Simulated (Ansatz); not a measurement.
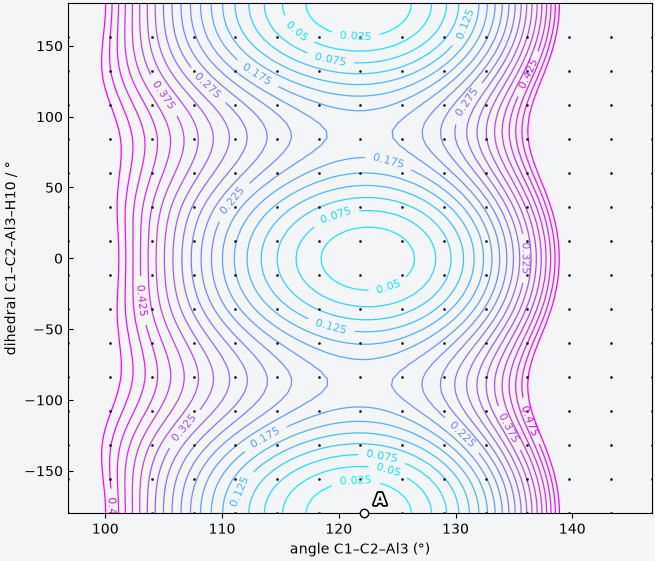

C₃H₅AlClF, SMILES C[C]([AlH2])=C(F)Cl. 
- Coordinates scanned: (1) angle C1–C2–Al3; (2) dihedral C1–C2–Al3–H10.
- Nothing is relaxed (all other coordinates rigid).
- The grid has 15 × 15 points.
- Energies are in eV, from the lowest grid point.
- Level of theory: RKS SPW92 (LDA)/def2-SVP in Ansatz.

The picture shows contour lines labelled in eV (none above 0.5), dots at the grid points, the point A. Between grid points the surface is interpolated.

Q: What is the easiest way out of the well at A, and how high is the barrier?

A: The easiest path leads from the well at angle C1–C2–Al3 = 121.8°, dihedral C1–C2–Al3–H10 = −180° to the well at about angle C1–C2–Al3 = 123°, dihedral C1–C2–Al3–H10 = 0°, about 0.03 eV higher (on a rigid scan; wells that are mirror images or exchange like atoms can differ by this much). Its highest point lies about 0.19 eV above the bottom of the first well on the interpolated surface, at angle C1–C2–Al3 = 121.8°, dihedral C1–C2–Al3–H10 = 84°. Seen from the upper well the barrier is about 0.16 eV. The start is the relaxed structure and all else is held, so a fully relaxed path at this level can only be lower.

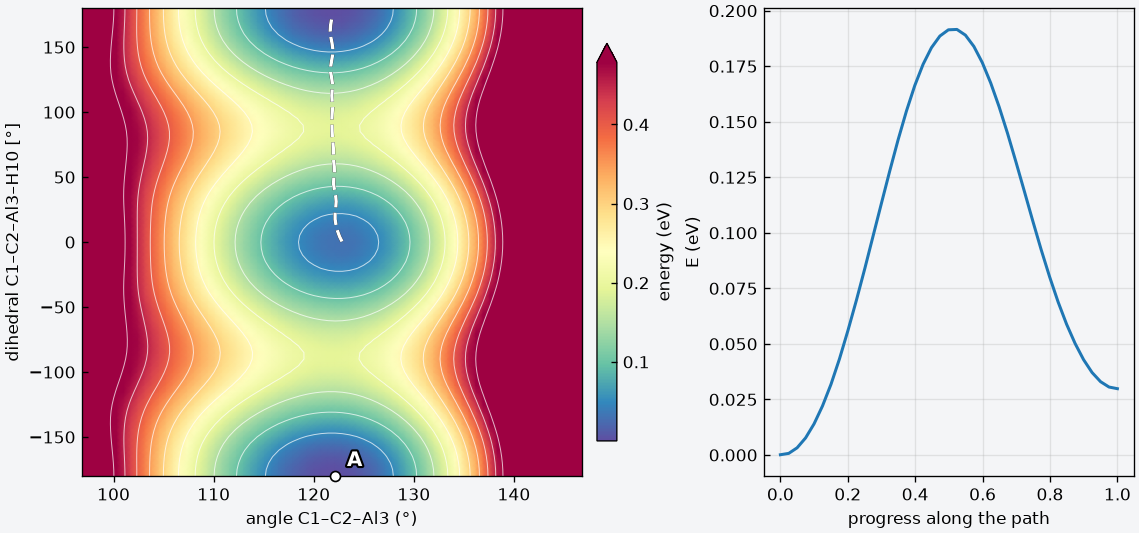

The picture shows a smooth colour map with a few white contour lines, a line along the lowest path, one colour for all values above the top of the scale, the energy along the path at the right. Between grid points the surface is interpolated.
